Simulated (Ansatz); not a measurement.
# Run report: C3H3AlCl2O2, molecular dynamics

- system: C3H3AlCl2O2, SMILES [Cl][Al-]1([Cl])[O]C=CC=[O+]1
- method: UKS r2SCAN/def2-SVP (Ansatz 0.2.0)

The geometry comes from this level: PBE0-D4/def2-TZVP.

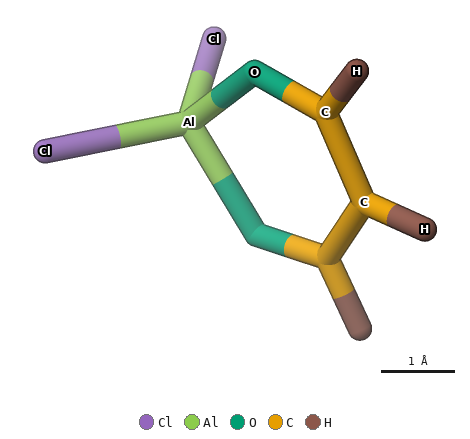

Fig. 1: The structure as given in the input (stick view, seen at a tilt). Sticks mark near contacts. Bond lengths as drawn: Al–Cl 2.09 Å, Al–O 1.81 Å, C–C 1.39 Å, C–H 1.08 to 1.09 Å and C–O 1.27 Å.

### Input
```yaml
crystal:
  periodic: [false, false, false]
  atoms:
    - {symbol: Cl, position_ang: [-1.229803, -2.160572, 2.161341]}
    - {symbol: Al, position_ang: [0.336251, -1.110379, 1.249011]}
    - {symbol: Cl, position_ang: [2.296041, -1.451649, 1.903659]}
    - {symbol: O, position_ang: [-0.021603, 0.666901, 1.273616]}
    - {symbol: C, position_ang: [-0.259324, 1.383035, 0.253182]}
    - {symbol: C, position_ang: [-0.277913, 0.936530, -1.061135]}
    - {symbol: C, position_ang: [-0.022320, -0.389979, -1.380803]}
    - {symbol: O, position_ang: [0.243015, -1.312308, -0.550411]}
    - {symbol: H, position_ang: [-0.462383, 2.437798, 0.456407]}
    - {symbol: H, position_ang: [-0.493032, 1.638271, -1.853799]}
    - {symbol: H, position_ang: [-0.043527, -0.694647, -2.430468]}
basis:
  gaussian: {orbitals: def2-SVP}
magnetization: {spin_polarized: true, initial_magnetization: 0}
hamiltonian: {xc: {name: r2SCAN}}
md: {timestep: 2 fs, n_steps: 30, ensemble: nvt_langevin, temperature: 700, initial_velocities: maxwell_boltzmann, friction: 0.01, seed: 599}
```

Launched with:
```bash
ansatz run in.yaml --threads 4 --pin off --events-out ev --progress --plain --max-ram 11315MiB
```

### Output
```
Functional definition: r2SCAN
  name "r2SCAN"
  cite "Furness, Kaplan, Ning, Perdew & Sun, J. Phys. Chem. Lett. 11, 8208 (2020) doi:10.1021/acs.jpclett.0c02405"
  cite "Furness, Kaplan, Ning, Perdew & Sun, J. Phys. Chem. Lett. 11, 9248 (2020) doi:10.1021/acs.jpclett.0c03077"
  parent r2scan
  parameter k0 = 0.174
  parameter k1 = 0.065
  parameter a1 = 4.9479
  exchange = r2scan_x(k0 = k0, k1 = k1, a1 = a1)
  correlation = r2scan_c
1517 factors; their error is unknown
mean field evaluation 1: about -38874.8984 eV, gradient 4.0e1 eV
mean field evaluation 2: about -38868.6609 eV, gradient 5.8e1 eV
mean field evaluation 4: about -38881.2550 eV, gradient 3.0e0 eV
mean field evaluation 8: about -38881.3003 eV, gradient 4.2e-2 eV
mean field evaluation 16: about -38881.2142 eV, gradient 3.1e-4 eV
mean field -38881.21416618 eV, -1428.8582659735 hartree, gradient 1.8e-5 eV, S^2 0.000000; 0 other end points of the search recorded, 0 dependent functions left out
the calculation of the forces begins
reference -38881.21417961 eV, -1428.8582664671 hartree; 42, 42 occupied and 97, 97 virtual orbitals, 1517 factors
md step     0: t =     0.00 fs  T =   636.4 K  F+E_penalty+E_count = -38881.21416618 eV  E_kin = 0.904820 eV  (35 SCF iters)
these checks for a lower state are left out or cut short: starts, cluster_reference, orbital_swaps, neighbouring_geometries, increment
1517 factors; their error is unknown
mean field -38880.93111425 eV, -1428.8478640070 hartree, gradient 1.9e-5 eV, S^2 0.000000; 0 other end points of the search recorded, 0 dependent functions left out
the calculation of the forces begins
reference -38880.93112782 eV, -1428.8478645059 hartree; 42, 42 occupied and 97, 97 virtual orbitals, 1517 factors
md step     1: t =     2.00 fs  T =   526.7 K  F+E_penalty+E_count = -38880.93111425 eV  E_kin = 0.748839 eV  (35 SCF iters)
[... from here on the SCF iterations and repeated set-up lines of each step are left out, up to the last step ...]
md step     2: t =     4.00 fs  T =   340.2 K  F+E_penalty+E_count = -38880.72467999 eV  E_kin = 0.483771 eV  (37 SCF iters)
md step     3: t =     6.00 fs  T =   310.8 K  F+E_penalty+E_count = -38880.74525133 eV  E_kin = 0.441948 eV  (37 SCF iters)
md step     4: t =     8.00 fs  T =   218.2 K  F+E_penalty+E_count = -38880.57079574 eV  E_kin = 0.310223 eV  (37 SCF iters)
md step     5: t =    10.00 fs  T =   330.1 K  F+E_penalty+E_count = -38880.84939972 eV  E_kin = 0.469293 eV  (38 SCF iters)
md step     6: t =    12.00 fs  T =   333.6 K  F+E_penalty+E_count = -38880.78432500 eV  E_kin = 0.474363 eV  (39 SCF iters)
md step     7: t =    14.00 fs  T =   391.6 K  F+E_penalty+E_count = -38880.84582411 eV  E_kin = 0.556853 eV  (38 SCF iters)
md step     8: t =    16.00 fs  T =   542.5 K  F+E_penalty+E_count = -38880.98100931 eV  E_kin = 0.771424 eV  (37 SCF iters)
md step     9: t =    18.00 fs  T =   497.1 K  F+E_penalty+E_count = -38880.75135418 eV  E_kin = 0.706804 eV  (38 SCF iters)
md step    10: t =    20.00 fs  T =   519.2 K  F+E_penalty+E_count = -38880.86160943 eV  E_kin = 0.738182 eV  (38 SCF iters)
md step    11: t =    22.00 fs  T =   379.4 K  F+E_penalty+E_count = -38880.62818799 eV  E_kin = 0.539448 eV  (38 SCF iters)
md step    12: t =    24.00 fs  T =   297.3 K  F+E_penalty+E_count = -38880.54929606 eV  E_kin = 0.422693 eV  (37 SCF iters)
md step    13: t =    26.00 fs  T =   270.8 K  F+E_penalty+E_count = -38880.59059285 eV  E_kin = 0.384989 eV  (37 SCF iters)
md step    14: t =    28.00 fs  T =   347.7 K  F+E_penalty+E_count = -38880.57877947 eV  E_kin = 0.494420 eV  (37 SCF iters)
md step    15: t =    30.00 fs  T =   411.1 K  F+E_penalty+E_count = -38880.74716345 eV  E_kin = 0.584566 eV  (37 SCF iters)
md step    16: t =    32.00 fs  T =   439.9 K  F+E_penalty+E_count = -38880.75217201 eV  E_kin = 0.625526 eV  (37 SCF iters)
md step    17: t =    34.00 fs  T =   533.7 K  F+E_penalty+E_count = -38880.86793891 eV  E_kin = 0.758822 eV  (37 SCF iters)
md step    18: t =    36.00 fs  T =   467.6 K  F+E_penalty+E_count = -38880.82915362 eV  E_kin = 0.664801 eV  (36 SCF iters)
md step    19: t =    38.00 fs  T =   396.6 K  F+E_penalty+E_count = -38880.70690149 eV  E_kin = 0.563953 eV  (37 SCF iters)
md step    20: t =    40.00 fs  T =   396.0 K  F+E_penalty+E_count = -38880.65379487 eV  E_kin = 0.563089 eV  (38 SCF iters)
md step    21: t =    42.00 fs  T =   438.4 K  F+E_penalty+E_count = -38880.61464678 eV  E_kin = 0.623320 eV  (37 SCF iters)
md step    22: t =    44.00 fs  T =   476.0 K  F+E_penalty+E_count = -38880.65742301 eV  E_kin = 0.676847 eV  (38 SCF iters)
md step    23: t =    46.00 fs  T =   482.4 K  F+E_penalty+E_count = -38880.65590677 eV  E_kin = 0.685882 eV  (38 SCF iters)
md step    24: t =    48.00 fs  T =   490.5 K  F+E_penalty+E_count = -38880.74619519 eV  E_kin = 0.697374 eV  (38 SCF iters)
md step    25: t =    50.00 fs  T =   450.1 K  F+E_penalty+E_count = -38880.72638258 eV  E_kin = 0.639929 eV  (36 SCF iters)
md step    26: t =    52.00 fs  T =   458.3 K  F+E_penalty+E_count = -38880.70718279 eV  E_kin = 0.651646 eV  (38 SCF iters)
md step    27: t =    54.00 fs  T =   451.6 K  F+E_penalty+E_count = -38880.77052657 eV  E_kin = 0.642169 eV  (38 SCF iters)
md step    28: t =    56.00 fs  T =   472.1 K  F+E_penalty+E_count = -38880.74478869 eV  E_kin = 0.671251 eV  (39 SCF iters)
md step    29: t =    58.00 fs  T =   549.6 K  F+E_penalty+E_count = -38880.79374373 eV  E_kin = 0.781419 eV  (39 SCF iters)
these checks for a lower state are left out or cut short: starts, cluster_reference, orbital_swaps, neighbouring_geometries, increment
1517 factors; their error is unknown
mean field -38880.71085370 eV, -1428.8397695813 hartree, gradient 1.3e-5 eV, S^2 0.000000; 0 other end points of the search recorded, 0 dependent functions left out
the calculation of the forces begins
reference -38880.71086702 eV, -1428.8397700705 hartree; 42, 42 occupied and 97, 97 virtual orbitals, 1517 factors
1517 factors; their error is unknown
mean field evaluation 256: about -38880.7907 eV, gradient 9.1e-1 eV
mean field -38880.71085370 eV, -1428.8397695813 hartree, gradient 1.4e-5 eV, S^2 0.000000; 1 other end points of the search recorded, 0 dependent functions left out
the calculation of the forces begins
reference -38880.71086702 eV, -1428.8397700705 hartree; 42, 42 occupied and 97, 97 virtual orbitals, 1517 factors
md step    30: t =    60.00 fs  T =   463.5 K  F+E_penalty+E_count = -38880.71085370 eV  E_kin = 0.659006 eV  (37 SCF iters)
```

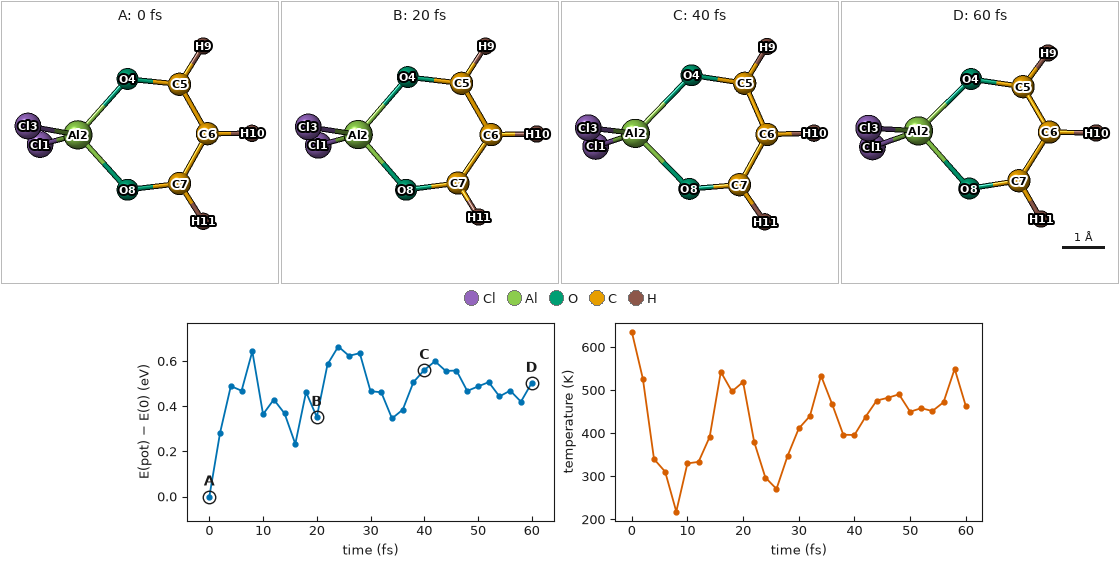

Fig. 2: Frames of the molecular dynamics (ball-and-stick, seen at a tilt) above the curves, on which the letters mark them. The trajectory kept here has 31 frames over 60 fs. The temperature starts at 636 K, ranges from 218 to 636 K and averages 461 K over the second half. The potential energy ends 0.503 eV above its first value. After an unweighted best fit of the last frame on the first, the root-mean-square displacement is 0.19 Å.

```
Total energy: -38880.71086702 eV, -1428.8397700705 hartree
Atom 0 at    -1.364363    -2.350532     2.076811 Å, force     1.029897     1.066926    -0.468432 eV/Å
Atom 1 at     0.236981    -1.021169     1.306159 Å, force    -0.340655    -1.793731     0.399644 eV/Å
Atom 2 at     2.207078    -1.424794     2.069664 Å, force    -0.668243     0.289760    -0.249616 eV/Å
Atom 3 at    -0.184051     0.717644     1.186865 Å, force     0.057704     0.029651    -0.311003 eV/Å
Atom 4 at    -0.209376     1.415512     0.102190 Å, force    -1.089532     0.886646     2.209319 eV/Å
Atom 5 at     0.166538     1.070961    -1.142242 Å, force     0.754035     0.053087    -2.202876 eV/Å
Atom 6 at     0.358019    -0.289755    -1.358879 Å, force    -0.205196    -0.835116    -1.173985 eV/Å
Atom 7 at     0.250043    -1.258643    -0.547717 Å, force     0.388790     0.284587     0.984952 eV/Å
Atom 8 at    -0.715900     2.352020     0.221602 Å, force    -0.194227     1.300013     0.304023 eV/Å
Atom 9 at     0.141614     1.807843    -2.020424 Å, force     0.023167    -1.141186     1.380590 eV/Å
Atom 10 at     0.474168    -0.619563    -2.382927 Å, force     0.244260    -0.140635    -0.872617 eV/Å
Dipole moment:    -0.077664     0.997826    -1.027267 e Å
```

### Trajectory as extended XYZ (Å, eV, eV/Å), 9 of the 31 frames kept, from step=0 to step=30
```
11
Properties=species:S:1:pos:R:3:forces:R:3 step=0 time_fs=0.0 energy=-38881.21417 temperature=636.4
Cl   -1.2298   -2.1606    2.1613   -0.1576  -0.0957   0.0810
Al    0.3363   -1.1104    1.2490    0.0921  -0.3111   0.3510
Cl    2.2960   -1.4516    1.9037    0.1942  -0.0252   0.0555
O    -0.0216    0.6669    1.2736    0.0415  -0.0517   0.3728
C    -0.2593    1.3830    0.2532   -0.0572   0.2876   0.0181
C    -0.2779    0.9365   -1.0611   -0.0256   0.0776  -0.0879
C    -0.0223   -0.3900   -1.3808   -0.0115  -0.0463  -0.2901
O     0.2430   -1.3123   -0.5504    0.0822  -0.3584   0.0902
H    -0.4624    2.4378    0.4564   -0.0727   0.3763   0.0679
H    -0.4930    1.6383   -1.8538   -0.0767   0.2511  -0.2835
H    -0.0435   -0.6946   -2.4305   -0.0088  -0.1043  -0.3747
11
Properties=species:S:1:pos:R:3:forces:R:3 step=4 time_fs=8.0 energy=-38880.57080 temperature=218.2
Cl   -1.2484   -2.1803    2.1405   -0.0169   0.0629   0.0196
Al    0.3231   -1.0972    1.2485   -0.0585  -0.4653   0.6354
Cl    2.2787   -1.4656    1.9149    0.1292   0.0306   0.0744
O    -0.0240    0.6750    1.2243    0.5092  -1.0191   3.4100
C    -0.2443    1.4389    0.2786    0.4741  -1.2693  -1.7820
C    -0.2436    0.9116   -0.9976    0.0123  -0.3611  -0.7363
C     0.0669   -0.3817   -1.3988   -0.5798   0.9186   3.2254
O     0.2496   -1.2754   -0.5246    0.6969  -1.6817  -0.2362
H    -0.2778    2.4752    0.4970   -0.5385   1.6576   0.0966
H    -0.5755    1.4706   -1.7775   -0.6684   2.5154  -2.5466
H     0.1520   -0.6811   -2.3977    0.0404  -0.3885  -2.1602
11
Properties=species:S:1:pos:R:3:forces:R:3 step=8 time_fs=16.0 energy=-38880.98101 temperature=542.5
Cl   -1.2567   -2.1838    2.1361   -0.1029  -0.0021   0.0437
Al    0.3056   -1.0912    1.2542    0.3457  -0.4024   1.2553
Cl    2.2795   -1.4631    1.9408   -0.1831   0.0597  -0.0526
O    -0.0180    0.6828    1.2902   -0.3848   2.1794  -1.3454
C    -0.2194    1.4777    0.2583    0.2266  -2.1175   0.1936
C    -0.2399    0.9688   -1.0791    0.3889  -0.3417   2.1904
C     0.1284   -0.3701   -1.3672   -0.2970   1.2068   0.1568
O     0.2702   -1.2941   -0.5036    0.2030  -0.0649  -1.1615
H    -0.3278    2.5804    0.4366   -0.0119  -0.7420   0.1452
H    -0.4423    1.6843   -1.8345    0.0057   0.5917  -1.1725
H     0.3757   -0.5994   -2.4100   -0.1901  -0.3668  -0.2530
11
Properties=species:S:1:pos:R:3:forces:R:3 step=11 time_fs=22.0 energy=-38880.62819 temperature=379.4
Cl   -1.2530   -2.1993    2.1300   -0.4266  -0.1726   0.2331
Al    0.2847   -1.0968    1.2821    0.9188   0.2686   0.6157
Cl    2.2857   -1.4580    1.9664   -0.5201   0.1353  -0.1526
O    -0.0317    0.7436    1.3246    0.0461  -0.0803  -1.9146
C    -0.1937    1.4401    0.2350   -1.5500   1.1369   0.2241
C    -0.2334    1.0188   -1.1375    0.9425  -0.2979   0.7402
C     0.1472   -0.3468   -1.3399    1.2284   0.3471  -2.2663
O     0.2825   -1.3193   -0.5135   -0.3442   1.1786  -0.2930
H    -0.4740    2.5256    0.4403    0.6619  -0.8647  -0.1852
H    -0.2706    1.7845   -2.0419    0.0155  -1.7190   2.1121
H     0.5633   -0.5893   -2.3826   -0.9722   0.0680   0.8865
11
Properties=species:S:1:pos:R:3:forces:R:3 step=15 time_fs=30.0 energy=-38880.74716 temperature=411.1
Cl   -1.2585   -2.2312    2.1158   -0.3964  -0.1146   0.2730
Al    0.2885   -1.1043    1.3219    0.6706   0.8196  -0.6545
Cl    2.2866   -1.4469    1.9863   -0.4510   0.1546  -0.0713
O    -0.0552    0.8163    1.3076    0.3436  -2.1734  -0.1686
C    -0.2204    1.4183    0.2077   -0.7970   0.8712  -0.7023
C    -0.1875    1.0065   -1.1368    0.7829  -0.0240   0.2692
C     0.2018   -0.2959   -1.3558    0.2538  -2.2807  -0.5335
O     0.2729   -1.3053   -0.5350    0.0033   1.6384   0.5302
H    -0.4776    2.4429    0.3157   -0.1707   1.7468   0.4122
H    -0.1938    1.7181   -2.0206   -0.1784  -0.6752   1.3439
H     0.4986   -0.6052   -2.3561   -0.0608   0.0372  -0.6982
11
Properties=species:S:1:pos:R:3:forces:R:3 step=19 time_fs=38.0 energy=-38880.70690 temperature=396.6
Cl   -1.2864   -2.2639    2.1192    0.2606   0.2941  -0.0668
Al    0.3057   -1.1022    1.3383   -0.5578   1.1205  -0.9069
Cl    2.2730   -1.4219    2.0077   -0.0731   0.0559   0.0351
O    -0.0758    0.8228    1.2754   -0.5057  -0.8111  -0.7758
C    -0.3035    1.4854    0.1710    2.0863  -2.6942   1.7931
C    -0.0857    0.9676   -1.0988   -0.1836   0.4295   0.7953
C     0.2842   -0.3260   -1.4061   -1.6114   0.2010   1.4297
O     0.2589   -1.2551   -0.5412    0.8555  -0.7596   0.7451
H    -0.3885    2.5295    0.3289   -0.7823   1.5838   0.0196
H    -0.2147    1.6751   -1.8522   -0.0625   1.2138  -1.8179
H     0.3857   -0.5717   -2.4383    0.5739  -0.6337  -1.2505
11
Properties=species:S:1:pos:R:3:forces:R:3 step=22 time_fs=44.0 energy=-38880.65742 temperature=476.0
Cl   -1.3101   -2.2905    2.1171    0.6591   0.6121  -0.2702
Al    0.3006   -1.0833    1.3393   -0.8713   0.5819  -0.7683
Cl    2.2593   -1.4169    2.0314   -0.1267   0.0823  -0.0057
O    -0.0986    0.7923    1.2485   -0.4112  -0.5448   0.3217
C    -0.3037    1.5072    0.1978    1.4641  -0.0667  -0.2108
C     0.0004    0.9979   -1.0953   -0.5368   0.7707  -1.6975
C     0.3133   -0.3687   -1.4475   -1.6867   2.5096   0.7924
O     0.2550   -1.2412   -0.5441    0.8519  -1.5790   0.7236
H    -0.5347    2.6465    0.3795    0.0728  -2.0132  -0.4563
H    -0.1795    1.6890   -1.9593    0.3612  -0.3921   0.6663
H     0.4050   -0.6560   -2.5374    0.2237   0.0391   0.9046
11
Properties=species:S:1:pos:R:3:forces:R:3 step=26 time_fs=52.0 energy=-38880.70718 temperature=458.3
Cl   -1.3417   -2.3328    2.1135    1.0318   1.0118  -0.4654
Al    0.2755   -1.0426    1.3260   -0.8112  -1.0371  -0.3330
Cl    2.2294   -1.4254    2.0587   -0.3284   0.1912  -0.0985
O    -0.1450    0.7370    1.2403   -0.1680   1.1147  -0.8368
C    -0.2471    1.5014    0.1919   -0.3292  -1.5989  -1.6885
C     0.0911    1.0400   -1.1542   -0.6723   1.2223  -0.3013
C     0.3220   -0.3309   -1.4309   -0.2136  -0.0082   1.1434
O     0.2556   -1.2578   -0.5471    0.4418   0.2035   0.5063
H    -0.7944    2.4866    0.2873    0.8583  -0.6064   0.2780
H    -0.0402    1.7126   -2.1024    0.3361  -0.9124   2.0353
H     0.5327   -0.7231   -2.4387   -0.1453   0.4196  -0.2396
11
Properties=species:S:1:pos:R:3:forces:R:3 step=30 time_fs=60.0 energy=-38880.71085 temperature=463.5
Cl   -1.3644   -2.3505    2.0768    1.0299   1.0669  -0.4684
Al    0.2370   -1.0212    1.3062   -0.3407  -1.7937   0.3996
Cl    2.2071   -1.4248    2.0697   -0.6682   0.2898  -0.2496
O    -0.1841    0.7176    1.1869    0.0577   0.0297  -0.3110
C    -0.2094    1.4155    0.1022   -1.0895   0.8866   2.2093
C     0.1665    1.0710   -1.1422    0.7540   0.0531  -2.2029
C     0.3580   -0.2898   -1.3589   -0.2052  -0.8351  -1.1740
O     0.2500   -1.2586   -0.5477    0.3888   0.2846   0.9850
H    -0.7159    2.3520    0.2216   -0.1942   1.3000   0.3040
H     0.1416    1.8078   -2.0204    0.0232  -1.1412   1.3806
H     0.4742   -0.6196   -2.3829    0.2443  -0.1406  -0.8726
```

### Key numbers

| quantity | value |
| --- | --- |
| outcome | finished |
| mean temperature over the second half | 461 K |
| trajectory | 30 steps, 60 fs |
| ensemble | nvt_langevin |
| temperature in the input | 700 K |
| time step | 2 fs |
| potential energy (last step) | −38880.7109 eV |
| SCF solution under orbital rotations (last step) | stable |
| largest force (length of the vector) (last step) | 2.618 eV/Å |
| dipole moment (last step) | 6.89 D |
| hardware | 4 threads of Arm Neoverse V2, 23 GiB of memory available, shared host |
| wall time | 3.6 min (CPU time 14 min) |
| peak memory | 0.34 GiB |

### Remarks

So short a trajectory is not equilibrated. The logged temperature at the start can lie below the typed one, since it is counted over all degrees of freedom. The temperature stays far from the 700 K of the thermostat over the second half: the run isn't equilibrated.
